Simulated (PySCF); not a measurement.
# Geometry relaxation of C2H5Al (charge +1) (part 2 of 3)

Continued. System: C2H5Al, charge +1, multiplicity 2. Method: HF/6-31G*, UHF (PySCF 2.14.0). The atoms were displaced at random from an optimised geometry. The geometry is that of the parent species in another charge or spin state.

Geometry of the input (Å):
```
C  -1.0726  0.8561  -0.3344
C  0.1585  0.6441  0.1602
Al 0.9260  -1.1463  0.2704
H  -1.6391  0.0052  -0.7103
H  -1.5143  1.7683  -0.4434
H  0.7279  1.5631  0.4489
H  2.4029  -1.4311  0.8418
H  0.0046  -2.3450  -0.2361
```

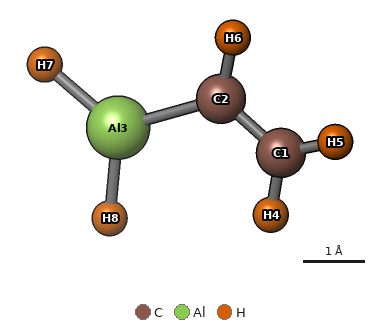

Figure 1. The structure as given in the input (ball-and-stick view, seen at an oblique angle; atoms are numbered from 1 in the order of the input). Sticks mark near contacts.

What the program printed, continued:
```
--------------- SecondOrderUHF_Scanner gradients ---------------
         x                y                z
0 C    -0.0051633016     0.0084648422     0.0029084813
1 C     0.0049407376    -0.0095398324     0.0018422089
2 Al    -0.0001886000     0.0020267000    -0.0009440192
3 H     0.0021470719    -0.0027415845    -0.0004139927
4 H    -0.0005055484    -0.0013500127    -0.0025810577
5 H    -0.0004737680     0.0031183914    -0.0002849376
6 H     0.0014731201     0.0004746206     0.0001273917
7 H    -0.0022297117    -0.0004531246    -0.0006540747
----------------------------------------------
cycle 9: E = -320.206204268  dE = -0.00216547  norm(grad) = 0.0164227
Step    8 : Displace = 6.872e-02/1.050e-01 (rms/max) Trust = 6.885e-02 (-) Grad = 5.806e-03/1.090e-02 (rms/max) E (change) = -320.2062042683 (-2.165e-03) Quality = 1.133
Hessian Eigenvalues: 1.60527e-02 2.29125e-02 2.61936e-02 ... 4.49595e-01 4.67905e-01 5.80937e-01

Geometry optimization cycle 10
Cartesian coordinates (Angstrom)
 Atom        New coordinates             dX        dY        dZ
   C  -1.082609   0.852477  -0.376331    0.000078 -0.002208 -0.005754
   C   0.217229   0.633917   0.003079    0.002641 -0.000428 -0.041749
  Al   0.969850  -1.305672   0.332848    0.001240 -0.004902 -0.005647
   H  -1.590104   0.182547  -1.051297   -0.041865  0.032387 -0.008177
   H  -1.662999   1.665356   0.030492    0.021336 -0.012993  0.057146
   H   0.831658   1.487587   0.256604    0.009753 -0.014756 -0.025498
   H   2.382834  -1.255683   0.976585   -0.024814  0.025368  0.039301
   H  -0.071825  -2.346063  -0.174768    0.031631 -0.022470 -0.009622
converged SCF energy = -320.206899089896  <S^2> = 0.79677622  2S+1 = 2.0462417
--------------- SecondOrderUHF_Scanner gradients ---------------
         x                y                z
0 C     0.0000865740     0.0026638633     0.0007661813
1 C     0.0019932924    -0.0031430771     0.0009262220
2 Al     0.0000489200    -0.0002005477    -0.0005679390
3 H     0.0002885186    -0.0008452935     0.0002939192
4 H    -0.0001861531    -0.0004393087    -0.0011593538
5 H    -0.0015980728     0.0008065901     0.0000207168
6 H    -0.0001342127     0.0004387118    -0.0004451530
7 H    -0.0004988662     0.0007190617     0.0001654065
----------------------------------------------
cycle 10: E = -320.20689909  dE = -0.000694822  norm(grad) = 0.00544321
Step    9 : Displace = 4.166e-02/5.905e-02 (rms/max) Trust = 9.737e-02 (+) Grad = 1.924e-03/3.835e-03 (rms/max) E (change) = -320.2068990899 (-6.948e-04) Quality = 1.385
Hessian Eigenvalues: 1.13419e-02 2.22067e-02 2.67361e-02 ... 4.45572e-01 4.69576e-01 5.80274e-01

Geometry optimization cycle 11
Cartesian coordinates (Angstrom)
 Atom        New coordinates             dX        dY        dZ
   C  -1.085991   0.850815  -0.374876   -0.003382 -0.001662  0.001454
   C   0.220141   0.638201  -0.036755    0.002913  0.004284 -0.039833
  Al   0.966326  -1.305642   0.328795   -0.003524  0.000031 -0.004052
   H  -1.617429   0.212097  -1.060669   -0.027325  0.029550 -0.009372
   H  -1.652300   1.644454   0.090180    0.010699 -0.020901  0.059689
   H   0.852748   1.477021   0.221676    0.021090 -0.010566 -0.034928
   H   2.355431  -1.233668   1.021353   -0.027403  0.022015  0.044768
   H  -0.044891  -2.368813  -0.192493    0.026933 -0.022750 -0.017726
converged SCF energy = -320.207146832549  <S^2> = 0.79731444  2S+1 = 2.0467676
--------------- SecondOrderUHF_Scanner gradients ---------------
         x                y                z
0 C     0.0014418023    -0.0014147984    -0.0006844612
1 C    -0.0002808714     0.0004475482     0.0005203814
2 Al    -0.0000706615    -0.0004665790     0.0000297641
3 H    -0.0003970041     0.0004501785    -0.0000110563
4 H     0.0000818926     0.0001558761     0.0001816218
5 H    -0.0005044615     0.0003370696     0.0001382797
6 H    -0.0000316295     0.0002444202    -0.0003971988
7 H    -0.0002390670     0.0002462848     0.0002226693
----------------------------------------------
cycle 11: E = -320.207146833  dE = -0.000247743  norm(grad) = 0.00255343
Step   10 : Displace = 4.183e-02/6.092e-02 (rms/max) Trust = 1.377e-01 (+) Grad = 9.028e-04/2.133e-03 (rms/max) E (change) = -320.2071468325 (-2.477e-04) Quality = 1.156
Hessian Eigenvalues: 8.95386e-03 2.20886e-02 2.67535e-02 ... 4.55956e-01 5.16111e-01 5.78963e-01

Geometry optimization cycle 12
Cartesian coordinates (Angstrom)
 Atom        New coordinates             dX        dY        dZ
   C  -1.090956   0.855226  -0.371706   -0.004966  0.004411  0.003170
   C   0.218672   0.637099  -0.051874   -0.001470 -0.001103 -0.015119
  Al   0.967334  -1.305508   0.326183    0.001008  0.000134 -0.002613
   H  -1.634127   0.217591  -1.049051   -0.016697  0.005495  0.011618
   H  -1.647170   1.649035   0.105141    0.005130  0.004581  0.014960
   H   0.862116   1.468820   0.201530    0.009369 -0.008200 -0.020146
   H   2.341357  -1.228147   1.047654   -0.014074  0.005521  0.026301
   H  -0.023193  -2.379651  -0.210665    0.021699 -0.010839 -0.018172
converged SCF energy = -320.207208490437  <S^2> = 0.79750616  2S+1 = 2.046955
--------------- SecondOrderUHF_Scanner gradients ---------------
         x                y                z
0 C     0.0007519035    -0.0009911941    -0.0012349576
1 C    -0.0003578850     0.0010306842     0.0001245138
2 Al     0.0000534323    -0.0003933041     0.0001621947
3 H    -0.0002994691     0.0003250015     0.0001617843
4 H     0.0001364430     0.0000644599     0.0004460967
5 H    -0.0002670459    -0.0001770431     0.0003700488
6 H    -0.0000376484    -0.0000094325    -0.0003654686
7 H     0.0000202695     0.0001508282     0.0003357879
----------------------------------------------
cycle 12: E = -320.20720849  dE = -6.16579e-05  norm(grad) = 0.00232734
Step   11 : Displace = 2.061e-02/3.208e-02 (rms/max) Trust = 1.947e-01 (+) Grad = 8.228e-04/1.753e-03 (rms/max) E (change) = -320.2072084904 (-6.166e-05) Quality = 1.555
Hessian Eigenvalues: 4.13829e-03 1.69409e-02 2.73898e-02 ... 4.43694e-01 4.64359e-01 5.83380e-01

Geometry optimization cycle 13
Cartesian coordinates (Angstrom)
 Atom        New coordinates             dX        dY        dZ
   C  -1.100171   0.860928  -0.357124   -0.009215  0.005702  0.014582
   C   0.216753   0.633265  -0.076581   -0.001919 -0.003834 -0.024707
  Al   0.967918  -1.305475   0.320152    0.000584  0.000033 -0.006030
   H  -1.663815   0.221294  -1.015766   -0.029688  0.003702  0.033286
   H  -1.636562   1.663668   0.127178    0.010607  0.014633  0.022037
   H   0.881543   1.455143   0.152909    0.019427 -0.013677 -0.048621
   H   2.306931  -1.216176   1.104758   -0.034426  0.011972  0.057103
   H   0.021437  -2.398182  -0.258315    0.044630 -0.018531 -0.047650
converged SCF energy = -320.207300195601  <S^2> = 0.79766365  2S+1 = 2.0471088
--------------- SecondOrderUHF_Scanner gradients ---------------
         x                y                z
0 C    -0.0004509504    -0.0005950008    -0.0005866279
1 C    -0.0003328780     0.0014551549    -0.0006582983
2 Al     0.0000264876     0.0000313712     0.0001204154
3 H     0.0000525774     0.0001664669    -0.0000351836
4 H     0.0001134882     0.0001366269     0.0003220156
5 H     0.0002767990    -0.0006821294     0.0006377131
6 H     0.0001036427    -0.0002405227    -0.0002006544
7 H     0.0002108335    -0.0002719669     0.0004006201
----------------------------------------------
cycle 13: E = -320.207300196  dE = -9.17052e-05  norm(grad) = 0.00225448
Step   12 : Displace = 4.459e-02/7.080e-02 (rms/max) Trust = 2.754e-01 (+) Grad = 7.971e-04/1.631e-03 (rms/max) E (change) = -320.2073001956 (-9.171e-05) Quality = 1.397
Hessian Eigenvalues: 2.27349e-03 1.54040e-02 2.75041e-02 ... 4.43891e-01 4.69478e-01 5.85646e-01

Geometry optimization cycle 14
Cartesian coordinates (Angstrom)
 Atom        New coordinates             dX        dY        dZ
   C  -1.106366   0.864417  -0.339577   -0.006195  0.003488  0.017547
   C   0.217048   0.629429  -0.098160    0.000295 -0.003836 -0.021579
  Al   0.968763  -1.304257   0.314578    0.000845  0.001218 -0.005575
   H  -1.691619   0.213319  -0.967828   -0.027805 -0.007975  0.047938
   H  -1.624372   1.678653   0.144817    0.012190  0.014985  0.017639
   H   0.898797   1.447286   0.094515    0.017254 -0.007857 -0.058394
   H   2.264820  -1.210171   1.168736   -0.042111  0.006004  0.063978
   H   0.066964  -2.404211  -0.319869    0.045527 -0.006029 -0.061554
converged SCF energy = -320.207381503118  <S^2> = 0.79781877  2S+1 = 2.0472604
--------------- SecondOrderUHF_Scanner gradients ---------------
         x                y                z
0 C    -0.0006475655     0.0005533908    -0.0001263152
1 C    -0.0006449079     0.0009588242    -0.0010908504
2 Al    -0.0000437898     0.0003743231     0.0000033616
3 H     0.0002933210    -0.0002177135    -0.0000291601
4 H    -0.0000703347    -0.0000850255     0.0001983411
5 H     0.0006118527    -0.0007583347     0.0007157893
6 H     0.0002074609    -0.0003478618    -0.0000531164
7 H     0.0002939634    -0.0004776028     0.0003819501
----------------------------------------------
cycle 14: E = -320.207381503  dE = -8.13075e-05  norm(grad) = 0.00238404
Step   13 : Displace = 5.027e-02/8.014e-02 (rms/max) Trust = 3.000e-01 (+) Grad = 8.429e-04/1.589e-03 (rms/max) E (change) = -320.2073815031 (-8.131e-05) Quality = 1.519
Hessian Eigenvalues: 1.27698e-03 1.39309e-02 2.71432e-02 ... 4.53984e-01 5.15068e-01 5.85243e-01

Geometry optimization cycle 15
Cartesian coordinates (Angstrom)
 Atom        New coordinates             dX        dY        dZ
   C  -1.112706   0.863779  -0.310348   -0.006340 -0.000638  0.029230
   C   0.219213   0.623017  -0.123941    0.002166 -0.006412 -0.025781
  Al   0.972139  -1.302742   0.307826    0.003376  0.001515 -0.006751
   H  -1.729486   0.195385  -0.888670   -0.037866 -0.017934  0.079158
   H  -1.602711   1.701308   0.162779    0.021661  0.022655  0.017961
   H   0.915682   1.441414   0.004240    0.016885 -0.005872 -0.090275
   H   2.197908  -1.208798   1.260655   -0.066911  0.001374  0.091920
   H   0.133994  -2.398898  -0.415330    0.067030  0.005313 -0.095461
converged SCF energy = -320.20748023515  <S^2> = 0.79818332  2S+1 = 2.0476165
--------------- SecondOrderUHF_Scanner gradients ---------------
         x                y                z
0 C    -0.0007504390     0.0008371902     0.0007221706
1 C    -0.0005073095     0.0005658581    -0.0011344521
2 Al    -0.0000671979     0.0004775152    -0.0001363555
3 H     0.0003784659    -0.0003218866    -0.0001853194
4 H    -0.0002197580    -0.0000751008    -0.0001298506
5 H     0.0006949656    -0.0007022966     0.0005247698
6 H     0.0002133777    -0.0003089175     0.0000958915
7 H     0.0002578952    -0.0004723620     0.0002431456
----------------------------------------------
cycle 15: E = -320.207480235  dE = -9.8732e-05  norm(grad) = 0.00245025
Step   14 : Displace = 7.575e-02/1.191e-01 (rms/max) Trust = 3.000e-01 (=) Grad = 8.663e-04/1.365e-03 (rms/max) E (change) = -320.2074802352 (-9.873e-05) Quality = 1.353
Hessian Eigenvalues: 1.14409e-03 1.29535e-02 2.67797e-02 ... 4.54189e-01 5.04458e-01 5.85544e-01

Geometry optimization cycle 16
Cartesian coordinates (Angstrom)
 Atom        New coordinates             dX        dY        dZ
   C  -1.112971   0.860223  -0.295533   -0.000265 -0.003556  0.014815
   C   0.222514   0.619253  -0.133008    0.003301 -0.003764 -0.009067
  Al   0.975002  -1.302125   0.305854    0.002863  0.000617 -0.001972
   H  -1.746880   0.179840  -0.840410   -0.017394 -0.015544  0.048260
   H  -1.588766   1.711215   0.167727    0.013945  0.009907  0.004948
   H   0.918058   1.444124  -0.045224    0.002376  0.002710 -0.049464
   H   2.161392  -1.213558   1.307444   -0.036517 -0.004760  0.046788
   H   0.165685  -2.384507  -0.469639    0.031691  0.014391 -0.054309
converged SCF energy = -320.207528524689  <S^2> = 0.79834922  2S+1 = 2.0477785
--------------- SecondOrderUHF_Scanner gradients ---------------
         x                y                z
0 C    -0.0000707155     0.0008883144     0.0004009774
1 C    -0.0004600969    -0.0001041771    -0.0005147193
2 Al    -0.0000659180     0.0002702871    -0.0000805294
3 H     0.0002062198    -0.0003012498    -0.0000289852
4 H    -0.0002101337    -0.0001700479    -0.0001015769
5 H     0.0003750238    -0.0002111807     0.0001989459
6 H     0.0001308629    -0.0001093068     0.0000937308
7 H     0.0000947575    -0.0002626391     0.0000321567
----------------------------------------------
cycle 16: E = -320.207528525  dE = -4.82895e-05  norm(grad) = 0.0014441
Step   15 : Displace = 4.130e-02/6.306e-02 (rms/max) Trust = 3.000e-01 (=) Grad = 5.106e-04/9.772e-04 (rms/max) E (change) = -320.2075285247 (-4.829e-05) Quality = 1.277
Hessian Eigenvalues: 1.29430e-03 1.22476e-02 2.62198e-02 ... 4.43191e-01 4.63187e-01 5.87235e-01

Geometry optimization cycle 17
Cartesian coordinates (Angstrom)
 Atom        New coordinates             dX        dY        dZ
   C  -1.111933   0.856016  -0.293594    0.001039 -0.004207  0.001939
   C   0.224670   0.619180  -0.130867    0.002156 -0.000073  0.002141
  Al   0.976990  -1.301816   0.306412    0.001987  0.000309  0.000557
   H  -1.748129   0.174288  -0.833826   -0.001249 -0.005553  0.006583
   H  -1.585755   1.710691   0.165252    0.003011 -0.000524 -0.002475
   H   0.914550   1.449384  -0.050558   -0.003507  0.005260 -0.005334
   H   2.160060  -1.218500   1.311635   -0.001331 -0.004942  0.004191
   H   0.163579  -2.374778  -0.477241   -0.002106  0.009729 -0.007601
converged SCF energy = -320.207539042613  <S^2> = 0.79834521  2S+1 = 2.0477746
--------------- SecondOrderUHF_Scanner gradients ---------------
         x                y                z
0 C    -0.0000486000     0.0001045731     0.0002200354
1 C    -0.0000139567    -0.0000371534    -0.0000834689
2 Al     0.0000090425     0.0000198188    -0.0000469490
3 H     0.0000174002    -0.0000156525    -0.0000450353
4 H    -0.0000592749     0.0000036053    -0.0000993543
5 H     0.0000562046    -0.0000444572     0.0000180889
6 H     0.0000136596    -0.0000136764     0.0000239376
7 H     0.0000255246    -0.0000170577     0.0000127455
----------------------------------------------
cycle 17: E = -320.207539043  dE = -1.05179e-05  norm(grad) = 0.000310519
Step   16 : Displace = 6.968e-03/1.162e-02 (rms/max) Trust = 3.000e-01 (=) Grad = 1.098e-04/2.484e-04 (rms/max) E (change) = -320.2075390426 (-1.052e-05) Quality = 1.113
Hessian Eigenvalues: 1.32915e-03 1.28259e-02 2.58314e-02 ... 4.25765e-01 4.59196e-01 5.88434e-01

Geometry optimization cycle 18
Cartesian coordinates (Angstrom)
 Atom        New coordinates             dX        dY        dZ
   C  -1.110799   0.854960  -0.295557    0.001134 -0.001056 -0.001963
   C   0.225634   0.620400  -0.129627    0.000963  0.001220  0.001241
  Al   0.976454  -1.301338   0.306899   -0.000536  0.000478  0.000487
   H  -1.745117   0.173271  -0.837970    0.003012 -0.001017 -0.004144
   H  -1.586787   1.707316   0.165480   -0.001032 -0.003375  0.000229
   H   0.913637   1.451831  -0.046060   -0.000913  0.002446  0.004498
   H   2.163599  -1.219303   1.307263    0.003538 -0.000803 -0.004372
   H   0.157413  -2.372671  -0.473216   -0.006166  0.002107  0.004025
converged SCF energy = -320.207539790051  <S^2> = 0.79830712  2S+1 = 2.0477374
--------------- SecondOrderUHF_Scanner gradients ---------------
         x                y                z
0 C     0.0000800740     0.0000527246    -0.0000332230
1 C    -0.0000519168    -0.0000611112     0.0000271953
2 Al    -0.0000037986     0.0000191240     0.0000002980
3 H    -0.0000088890    -0.0000121920     0.0000165285
4 H    -0.0000203496    -0.0000147367     0.0000089548
5 H     0.0000048288     0.0000220130    -0.0000110147
6 H     0.0000019960     0.0000020456     0.0000004212
7 H    -0.0000019447    -0.0000078672    -0.0000091600
----------------------------------------------
cycle 18: E = -320.20753979  dE = -7.47438e-07  norm(grad) = 0.000140871
Step   17 : Displace = 4.587e-03/7.933e-03 (rms/max) Trust = 3.000e-01 (=) Grad = 4.981e-05/1.015e-04 (rms/max) E (change) = -320.2075397901 (-7.474e-07) Quality = 1.037
Hessian Eigenvalues: 1.17898e-03 1.25830e-02 2.63320e-02 ... 4.26680e-01 4.58348e-01 5.91733e-01

Geometry optimization cycle 19
Cartesian coordinates (Angstrom)
 Atom        New coordinates             dX        dY        dZ
   C  -1.110703   0.854711  -0.295971    0.000096 -0.000249 -0.000414
   C   0.225757   0.620731  -0.129311    0.000124  0.000331  0.000316
  Al   0.976407  -1.301272   0.306945   -0.000047  0.000065  0.000047
   H  -1.744308   0.173398  -0.839664    0.000809  0.000128 -0.001693
   H  -1.587223   1.706629   0.165358   -0.000436 -0.000687 -0.000122
   H   0.913451   1.452223  -0.044362   -0.000186  0.000392  0.001698
   H   2.164902  -1.219435   1.305700    0.001303 -0.000132 -0.001563
   H   0.155751  -2.372518  -0.471484   -0.001663  0.000153  0.001732
converged SCF energy = -320.207539835578  <S^2> = 0.7983092  2S+1 = 2.0477394
--------------- SecondOrderUHF_Scanner gradients ---------------
         x                y                z
0 C    -0.0000005948    -0.0000221768    -0.0000048614
1 C     0.0000088827     0.0000054175     0.0000094624
2 Al    -0.0000025083     0.0000025959    -0.0000035632
3 H    -0.0000046098     0.0000065464    -0.0000013821
4 H    -0.0000016525     0.0000085967     0.0000017482
5 H    -0.0000009425    -0.0000025146    -0.0000031012
6 H    -0.0000011314    -0.0000013015    -0.0000009055
7 H     0.0000025567     0.0000028364     0.0000026027
----------------------------------------------
cycle 19: E = -320.207539836  dE = -4.55266e-08  norm(grad) = 3.04466e-05
Step   18 : Displace = 1.487e-03/2.413e-03 (rms/max) Trust = 3.000e-01 (=) Grad = 1.076e-05/2.271e-05 (rms/max) E (change) = -320.2075398356 (-4.553e-08) Quality = 0.958
Hessian Eigenvalues: 1.15632e-03 1.20481e-02 2.59848e-02 ... 4.31528e-01 4.58245e-01 6.07448e-01

Geometry optimization cycle 20
Cartesian coordinates (Angstrom)
 Atom        New coordinates             dX        dY        dZ
   C  -1.110691   0.854743  -0.295991    0.000012  0.000032 -0.000020
   C   0.225763   0.620746  -0.129357    0.000005  0.000015 -0.000046
  Al   0.976381  -1.301284   0.306938   -0.000026 -0.000012 -0.000007
   H  -1.744253   0.173410  -0.839711    0.000055  0.000012 -0.000048
   H  -1.587246   1.706585   0.165420   -0.000023 -0.000043  0.000062
   H   0.913478   1.452215  -0.044322    0.000027 -0.000008  0.000040
   H   2.164889  -1.219373   1.305676   -0.000013  0.000062 -0.000024
   H   0.155713  -2.372575  -0.471442   -0.000037 -0.000057  0.000042
converged SCF energy = -320.207539837211  <S^2> = 0.79831138  2S+1 = 2.0477416
--------------- SecondOrderUHF_Scanner gradients ---------------
         x                y                z
0 C    -0.0000005551    -0.0000034212    -0.0000032794
1 C     0.0000022898     0.0000000773     0.0000027360
2 Al    -0.0000007665     0.0000025233    -0.0000005155
3 H    -0.0000005265     0.0000009474     0.0000003212
4 H    -0.0000005479     0.0000016823     0.0000014967
5 H    -0.0000000623    -0.0000006242    -0.0000006413
6 H    -0.0000002655    -0.0000005668    -0.0000003794
7 H     0.0000004340    -0.0000006181     0.0000002616
----------------------------------------------
cycle 20: E = -320.207539837  dE = -1.633e-09  norm(grad) = 7.16587e-06
```

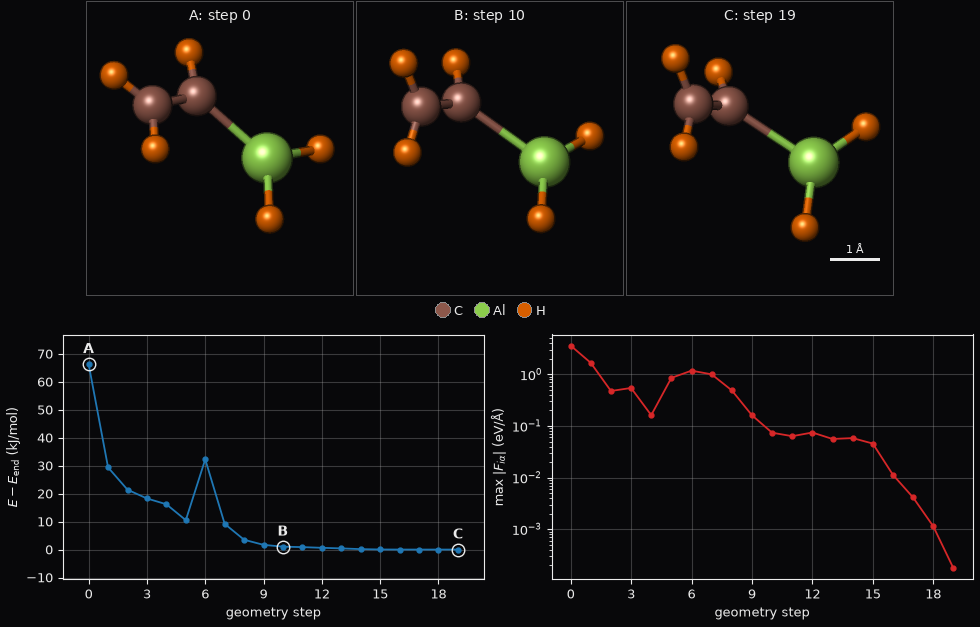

Figure 2. Frames of the relaxation (ball-and-stick view, seen at a tilt) above the curves, on which the letters mark them (steps are counted from 0).
